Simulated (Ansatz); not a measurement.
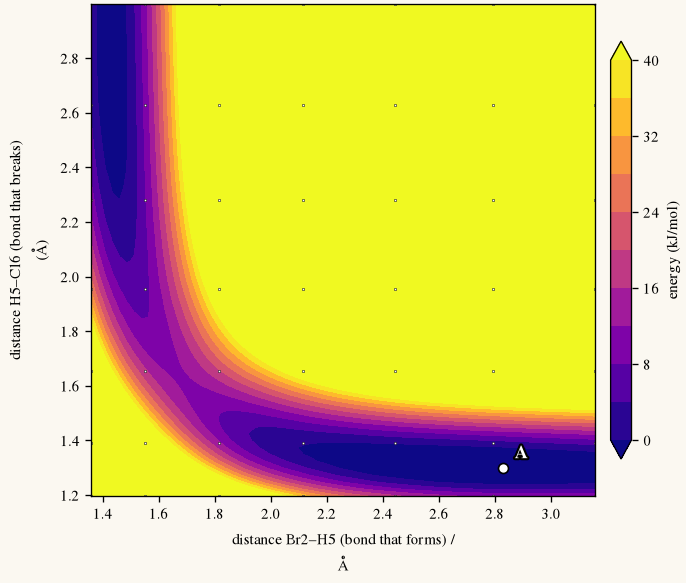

The reacting system AlBrClF₂H. 
- First axis: distance Br2–H5 (bond that forms). Second axis: distance H5–Cl6 (bond that breaks).
- Relaxed at each point: all other coordinates.
- The grid has 7 × 7 points.
- Points are written as (first, second).
- Energies are in kJ/mol, from the lowest grid point.
- The reference is spin-restricted, so regions where a bond is pulled apart into radicals lie too high.
- Theory: RKS PBE0-D4/def2-SVP in Ansatz.

Drawn: filled contours, dots at the grid points, one colour for all values above the top of the scale, the point A. Between grid points the surface is interpolated.

Find the lowest path from A to the other arm of the map, and its barrier.

Answer. The easiest path runs from the side where the first distance is long, about (2.83 Å, 1.30 Å), to the side where the second distance is long, about (1.44 Å, 2.79 Å). Its highest point, at about (1.69 Å, 1.62 Å), lies about 18 kJ/mol above the start and 15 kJ/mol above the end on the interpolated surface.

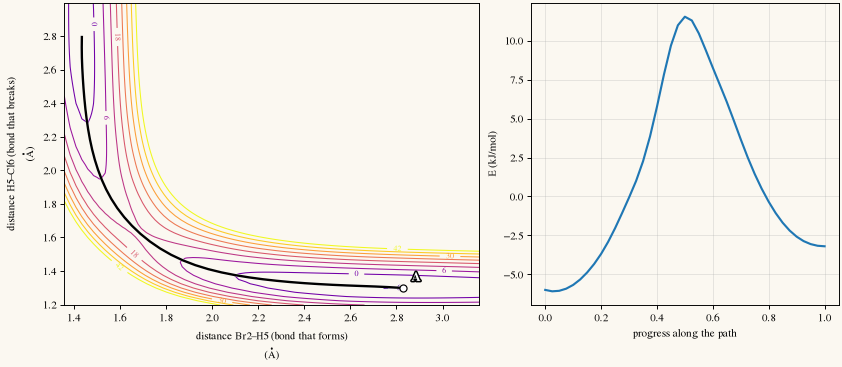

In the figure: contour lines labelled in kJ/mol (none above 42), a line along the lowest path, the energy along the path at the right. Between grid points the surface is interpolated.
